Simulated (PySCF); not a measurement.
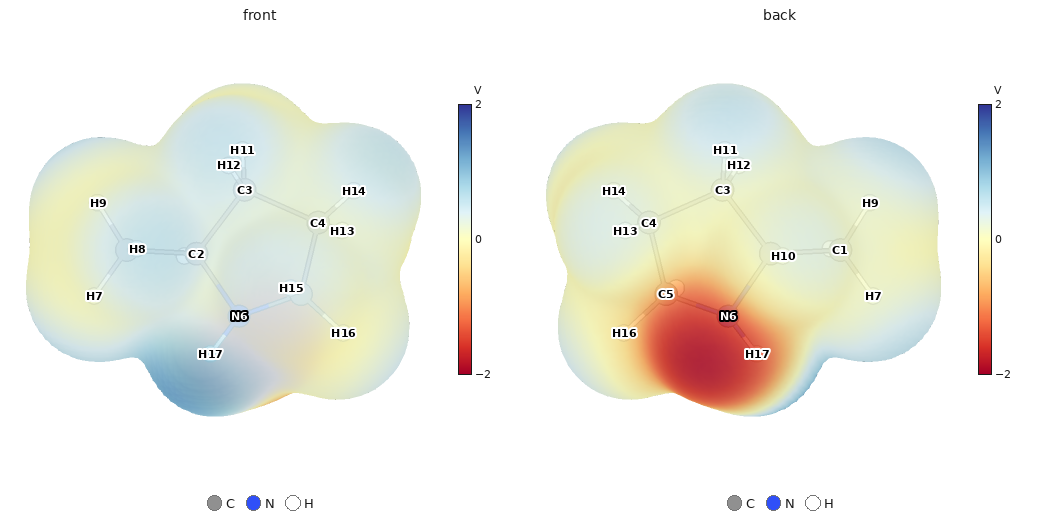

Figure 1: C$_{5}$H$_{11}$N (SMILES C[C@H]1CCCN1). The electrostatic potential painted on the density surface at 0.002 e/bohr³, seen from the front and from behind; the colour scale runs from red (negative) to blue (positive).

Geometry: GFN2-xTB, coordinate held.

Computed with PySCF, PBE0/pcSseg-1, SCF density, gas phase, non-relativistic.

Input

```
{"job": {"kind": "nmr", "xc": "PBE0", "basis": "pcSseg-1", "every": 2, "pop": false}, "charge": 0, "multiplicity": 1}
C      1.923473     0.040064     0.549736
C      0.764816     0.161457    -0.439054
C     -0.129842    -1.092236    -0.435952
C     -1.549368    -0.530921    -0.479419
C     -1.402191     0.751388     0.331199
N     -0.136180     1.278399    -0.145933
H      2.531769     0.942505     0.535395
H      1.546435    -0.111303     1.560341
H      2.556530    -0.804174     0.286126
H      1.179951     0.331323    -1.442430
H      0.085559    -1.753941    -1.272335
H      0.021313    -1.649561     0.490404
H     -1.823855    -0.281807    -1.503962
H     -2.289579    -1.212462    -0.065335
H     -1.401724     0.519018     1.409749
H     -2.197588     1.474181     0.136154
H      0.277523     1.944466     0.495112
```

Run with:

```sh
OMP_NUM_THREADS=1 python ens_run.py task.json out
```

Which sites attract a positive test charge, and which a negative one?

A positive charge is drawn to the negative regions and a negative charge to the positive ones. The most negative region (about −1.8 V) lies over N6, the most positive (about +1.2 V) over H17. N6 is the likeliest acceptor of a hydrogen bond.

How polar is the molecule by this calculation?

Its dipole moment is 1.05 D.
